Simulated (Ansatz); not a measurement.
# CH3BOS: two geometries relaxed

Aim: relax the geometries before and after the rotation by 180° about the S2–C3 bond, and see whether they are two minima and how far apart in energy. SMILES of the start: BSC=O.

Program: Ansatz 0.2.0. Level of theory: RKS r2SCANh/STO-3G. These are calculated values, not measurements.

**1. Starting point**

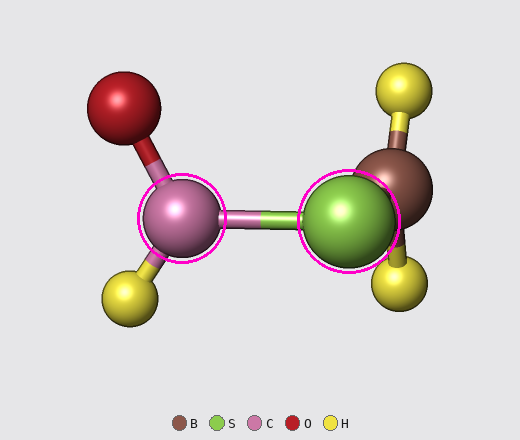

The starting structure, seen from a chosen angle (boron brown, sulfur green, carbon pink, oxygen red, hydrogen yellow). Ringed: S2, C3.

Structure file:

```xyz
7

B     0.3825   -0.4743   -1.2077
S    -0.6407   -1.1431    0.2281
C    -0.4528    0.3440    1.1950
O     0.6018    0.4491    1.9673
H     1.5048   -0.5954   -1.2992
H    -0.2250    0.1963   -2.0638
H    -1.1093    1.1555    1.1346
```

**2. End point A**

input.yaml

```yaml
crystal:
  periodic: [false, false, false]
  atoms:
    - { symbol: B, position_ang: [0.3825, -0.4743, -1.2077] }
    - { symbol: S, position_ang: [-0.6407, -1.1431, 0.2281] }
    - { symbol: C, position_ang: [-0.4528, 0.344, 1.195] }
    - { symbol: O, position_ang: [0.6018, 0.4491, 1.9673] }
    - { symbol: H, position_ang: [1.5048, -0.5954, -1.2992] }
    - { symbol: H, position_ang: [-0.225, 0.1963, -2.0638] }
    - { symbol: H, position_ang: [-1.1093, 1.1555, 1.1346] }
basis:
  gaussian: { orbitals: STO-3G }
hamiltonian:
  xc: r2scanh
relax:
  f_tol: 0.015
  max_steps: 40
```

The run is started by

```bash
ansatz run input.yaml --threads 1 --pin off --max-ram 2048MiB --backend cpu --events-out ev --progress --plain --runs-dir out
```

Output, shortened:

```text
Warning: RAYON_NUM_THREADS=1 ignored (pool sized by the plan → 1); use --threads N
[...]
Functional definition: r2SCANh
[...]
379 factors; integrals over basis functions are off by at most 2.1e-5 eV
[...]
mean field -14470.74134862 eV, -531.7899359409 hartree, gradient 2.9e-5 eV, S^2 0.000000; 0 other end points of the search recorded, 0 dependent functions left out
[...]
reference -14470.74135290 eV, -531.7899360983 hartree; 19, 19 occupied and 8, 8 virtual orbitals, 379 factors
relax step   1: F+E_penalty+E_count = -14470.74134862 eV  Δ(F+E_penalty+E_count) = +0.000e0 eV  max|allowed force component| = 6.803e0 eV/Å  Δτ_max = 0.0000 Å  (24 SCF iters, accepted)
[...]
relax step   4: F+E_penalty+E_count = -14471.74422818 eV  Δ(F+E_penalty+E_count) = -3.020e-1 eV  max|allowed force component| = 1.201e0 eV/Å  Δτ_max = 0.1951 Å  (31 SCF iters, accepted)
[...]
relax step   7: F+E_penalty+E_count = -14472.57008602 eV  Δ(F+E_penalty+E_count) = -2.680e-1 eV  max|allowed force component| = 8.198e-1 eV/Å  Δτ_max = 0.2000 Å  (31 SCF iters, accepted)
[...]
relax step  10: F+E_penalty+E_count = -14472.73938585 eV  Δ(F+E_penalty+E_count) = -5.377e-2 eV  max|allowed force component| = 3.461e-1 eV/Å  Δτ_max = 0.0970 Å  (25 SCF iters, accepted)
[...]
relax step  11: F+E_penalty+E_count = -14472.77031865 eV  Δ(F+E_penalty+E_count) = -3.093e-2 eV  max|allowed force component| = 3.445e-1 eV/Å  Δτ_max = 0.1000 Å  (25 SCF iters, accepted)
[...]
relax step  12: F+E_penalty+E_count = -14472.78667429 eV  Δ(F+E_penalty+E_count) = -1.636e-2 eV  max|allowed force component| = 1.616e0 eV/Å  Δτ_max = 0.1475 Å  (27 SCF iters, accepted)
[...]
```

**3. The output, continued: end point A relaxed**

Output, continued, shortened:

```text
380 factors; integrals over basis functions are off by at most 3.5e-5 eV
mean field -14472.79708586 eV, -531.8654828911 hartree, gradient 1.4e-5 eV, S^2 0.000000; 0 other end points of the search recorded, 0 dependent functions left out
[...]
reference -14472.79708984 eV, -531.8654830376 hartree; 19, 19 occupied and 8, 8 virtual orbitals, 380 factors
relax step  13: F+E_penalty+E_count = -14472.79708586 eV  Δ(F+E_penalty+E_count) = -1.041e-2 eV  max|allowed force component| = 3.642e-1 eV/Å  Δτ_max = 0.1989 Å  (31 SCF iters, accepted)
[...]
relax step  15: F+E_penalty+E_count = -14472.81441240 eV  Δ(F+E_penalty+E_count) = -1.733e-2 eV  max|allowed force component| = 3.543e-1 eV/Å  Δτ_max = 0.0967 Å  (25 SCF iters, accepted)
[...]
reference -14472.82831597 eV, -531.8666305764 hartree; 19, 19 occupied and 8, 8 virtual orbitals, 380 factors
Total energy: -14472.82831597 eV, -531.8666305764 hartree
Atom 0 at     0.334343    -0.486008    -1.231763 Å, force     0.001763     0.008004    -0.002176 eV/Å
Atom 1 at     0.494317    -1.022398     0.412396 Å, force     0.011689     0.004607     0.003030 eV/Å
Atom 2 at    -0.289264     0.403072     1.278123 Å, force    -0.014121    -0.006739    -0.002923 eV/Å
Atom 3 at    -0.410561     0.485392     2.506527 Å, force     0.001967     0.000721     0.003072 eV/Å
Atom 4 at     0.752043    -1.165330    -2.082243 Å, force    -0.010409    -0.008256    -0.002555 eV/Å
Atom 5 at    -0.179520     0.533957    -1.478567 Å, force     0.008610     0.001014     0.002813 eV/Å
Atom 6 at    -0.640058     1.183414     0.549827 Å, force     0.000501     0.000650    -0.001261 eV/Å
Dipole moment:    -0.023982     0.055352    -0.088218 e Å
```

Run time: 22 s. Hardware: 1 thread of AMD EPYC 9R45 (Zen 5), shared host; peak memory 0.16 GiB.

Step by step:

```csv
step,energy from step 1 (eV),largest force component (eV/Å)
1,0.0000,6.8026
2,-0.1825,4.8697
3,-0.7008,1.4928
4,-1.0029,1.2007
5,-1.3090,1.3240
6,-1.5607,1.7290
7,-1.8287,0.8198
8,-1.9443,0.5217
9x,-1.8649,3.6184
10,-1.9980,0.3461
11,-2.0290,0.3445
12,-2.0453,1.6157
13,-2.0557,0.3642
14x,-2.0177,0.4594
15,-2.0731,0.3543
16,-2.0741,0.5378
17,-2.0752,0.5105
18,-2.0859,0.1474
19,-2.0868,0.0906
20,-2.0870,0.0641
21,-2.0870,0.0141
```

Step 1 is the start. 2 steps were tried and not accepted (marked x).

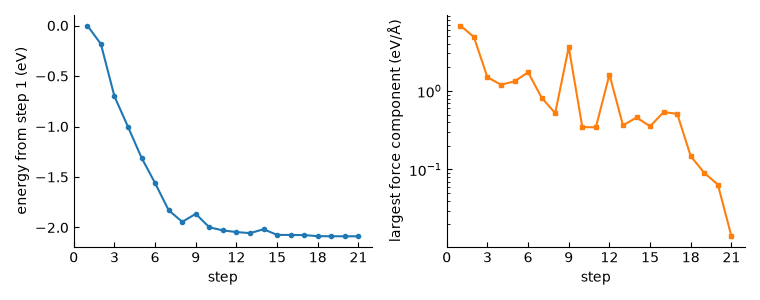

How energy and force went from step to step.

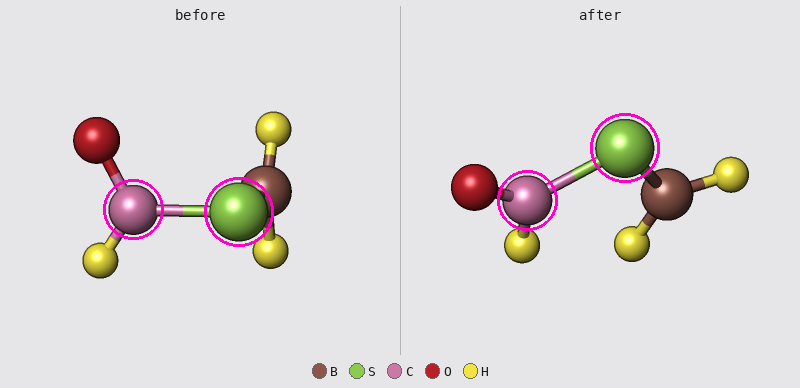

The structure before (left) and after (right), drawn at the same scale.

After: Bond lengths: B1–S2 1.737 Å, S2–C3 1.843 Å, C3–O4 1.237 Å, B1–H5 1.166 Å, B1–H6 1.168 Å, C3–H7 1.124 Å. Angles: B1–S2–C3 99.6°, S2–B1–H5 118.5°, S2–B1–H6 120.7°, H5–B1–H6 120.8°, S2–C3–O4 124.0°, S2–C3–H7 111.4°, O4–C3–H7 124.5°.

**4. End point B**

The second end starts from a geometry with the move made by hand.

input.yaml, as its differences from that of step 2:

```diff
@@ -6,6 +6,6 @@
     - { symbol: C, position_ang: [-0.4528, 0.344, 1.195] }
-    - { symbol: O, position_ang: [0.6018, 0.4491, 1.9673] }
+    - { symbol: O, position_ang: [-1.37733, 1.26828, 1.092] }
     - { symbol: H, position_ang: [1.5048, -0.5954, -1.2992] }
     - { symbol: H, position_ang: [-0.225, 0.1963, -2.0638] }
-    - { symbol: H, position_ang: [-1.1093, 1.1555, 1.1346] }
+    - { symbol: H, position_ang: [0.32477, 0.49069, 1.8784] }
 basis:
```

The run is started by

```bash
ansatz run input.yaml --threads 1 --pin off --max-ram 2048MiB --backend cpu --events-out ev --progress --plain --runs-dir out
```

Output, shortened:

```text
Warning: RAYON_NUM_THREADS=1 ignored (pool sized by the plan → 1); use --threads N
[...]
[... 1 set-up line as earlier in the session ...]
[...]
379 factors; integrals over basis functions are off by at most 2.1e-5 eV
[...]
mean field -14470.75292601 eV, -531.7903614023 hartree, gradient 3.6e-5 eV, S^2 0.000000; 0 other end points of the search recorded, 0 dependent functions left out
[...]
reference -14470.75293032 eV, -531.7903615608 hartree; 19, 19 occupied and 8, 8 virtual orbitals, 379 factors
relax step   1: F+E_penalty+E_count = -14470.75292601 eV  Δ(F+E_penalty+E_count) = +0.000e0 eV  max|allowed force component| = 6.116e0 eV/Å  Δτ_max = 0.0000 Å  (24 SCF iters, accepted)
[...]
relax step   4: F+E_penalty+E_count = -14471.37065653 eV  Δ(F+E_penalty+E_count) = -1.879e-1 eV  max|allowed force component| = 1.189e0 eV/Å  Δτ_max = 0.1495 Å  (31 SCF iters, accepted)
[...]
relax step   7: F+E_penalty+E_count = -14472.13283886 eV  Δ(F+E_penalty+E_count) = -2.927e-1 eV  max|allowed force component| = 9.388e-1 eV/Å  Δτ_max = 0.1951 Å  (26 SCF iters, accepted)
[...]
relax step  10: F+E_penalty+E_count = -14472.64939587 eV  Δ(F+E_penalty+E_count) = -1.251e-1 eV  max|allowed force component| = 4.845e-1 eV/Å  Δτ_max = 0.1945 Å  (25 SCF iters, accepted)
[...]
relax step  12: F+E_penalty+E_count = -14472.73471964 eV  Δ(F+E_penalty+E_count) = -4.485e-2 eV  max|allowed force component| = 1.346e0 eV/Å  Δτ_max = 0.1992 Å  (31 SCF iters, accepted)
[...]
relax step  13: F+E_penalty+E_count = -14472.74261505 eV  Δ(F+E_penalty+E_count) = -7.895e-3 eV  max|allowed force component| = 1.466e0 eV/Å  Δτ_max = 0.1076 Å  (27 SCF iters, accepted)
[...]
```

**5. More of the same log: end point B relaxed**

The log, continued, shortened:

```text
381 factors; integrals over basis functions are off by at most 4.0e-5 eV
mean field -14472.77747837 eV, -531.8647623294 hartree, gradient 1.2e-5 eV, S^2 0.000000; 0 other end points of the search recorded, 0 dependent functions left out
[...]
reference -14472.77748235 eV, -531.8647624753 hartree; 19, 19 occupied and 8, 8 virtual orbitals, 381 factors
relax step  14: F+E_penalty+E_count = -14472.77747837 eV  Δ(F+E_penalty+E_count) = -3.486e-2 eV  max|allowed force component| = 2.163e0 eV/Å  Δτ_max = 0.2000 Å  (32 SCF iters, accepted)
[...]
relax step  20: F+E_penalty+E_count = -14472.82832819 eV  Δ(F+E_penalty+E_count) = -1.054e-4 eV  max|allowed force component| = 3.913e-2 eV/Å  Δτ_max = 0.0063 Å  (28 SCF iters, accepted)
[...]
reference -14472.82842324 eV, -531.8666345186 hartree; 19, 19 occupied and 8, 8 virtual orbitals, 381 factors
Total energy: -14472.82842324 eV, -531.8666345186 hartree
Atom 0 at     0.589531    -0.547460    -1.067834 Å, force     0.001066    -0.000848    -0.000283 eV/Å
Atom 1 at    -0.604490    -1.054528     0.087124 Å, force    -0.002811     0.002541     0.003148 eV/Å
Atom 2 at    -0.782536     0.506881     1.049700 Å, force    -0.003795    -0.002066     0.006271 eV/Å
Atom 3 at    -1.547748     0.643896     2.012214 Å, force     0.004765    -0.002976    -0.007963 eV/Å
Atom 4 at     0.953871    -1.315399    -1.866044 Å, force    -0.000666     0.001643     0.001482 eV/Å
Atom 5 at     1.017153     0.539545    -1.043665 Å, force     0.000688     0.000183    -0.001597 eV/Å
Atom 6 at    -0.109540     1.313535     0.651305 Å, force     0.000754     0.001523    -0.001058 eV/Å
Dipole moment:     0.071296     0.056278    -0.056228 e Å
```

It took 22 s on 1 thread of AMD EPYC 9R45 (Zen 5), shared host; peak memory 0.17 GiB.

The steps of the relaxation:

```csv
step,energy from step 1 (eV),largest force component (eV/Å)
1,0.0000,6.1163
2,-0.3727,3.3884
3,-0.4299,3.3618
4,-0.6177,1.1886
5,-0.8646,0.6183
6,-1.0873,1.4014
7,-1.3799,0.9388
8,-1.6092,0.8807
9,-1.7714,0.9127
10,-1.8965,0.4845
11,-1.9369,0.7828
12,-1.9818,1.3456
13,-1.9897,1.4659
14,-2.0246,2.1626
15,-2.0386,0.9147
16x,-2.0195,0.5086
17,-2.0751,0.0721
18,-2.0751,0.0844
19,-2.0753,0.0653
20,-2.0754,0.0391
21,-2.0755,0.0080
```

Step 1 is the start. 1 step was tried and not accepted (marked x).

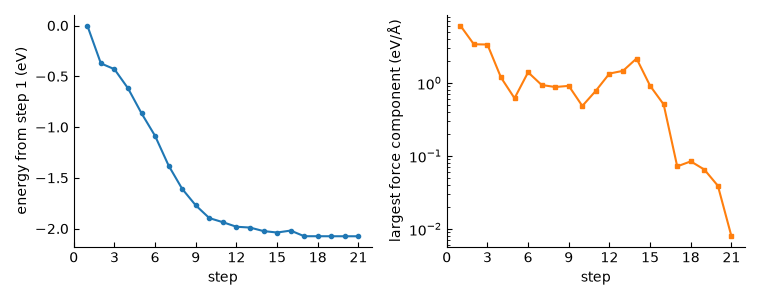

How energy and force went from step to step.

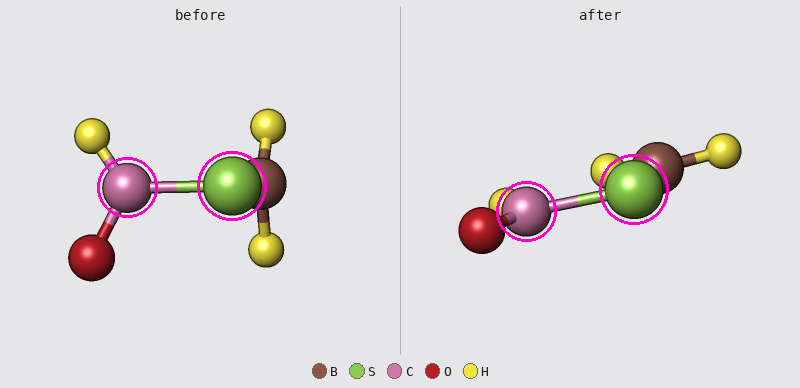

The structure before (left) and after (right), drawn at the same scale.

After: Bond lengths: B1–S2 1.737 Å, S2–C3 1.843 Å, C3–O4 1.237 Å, B1–H5 1.166 Å, B1–H6 1.168 Å, C3–H7 1.124 Å. Angles: B1–S2–C3 99.6°, S2–B1–H5 118.5°, S2–B1–H6 120.6°, H5–B1–H6 120.8°, S2–C3–O4 124.1°, S2–C3–H7 111.4°, O4–C3–H7 124.5°.

**6. Outcome**

```
                           quantity                     value
                              end A  18 moves, 2.087 eV lower
                              end B  19 moves, 2.075 eV lower
largest difference between the ends                    0.01 Å
            end B relative to end A                 -0.000 eV
```

The two relaxations end at one structure, within 0.01 Å: no second minimum was found from this start, which doesn't rule one out. The basis is very small, so the numbers are rough.
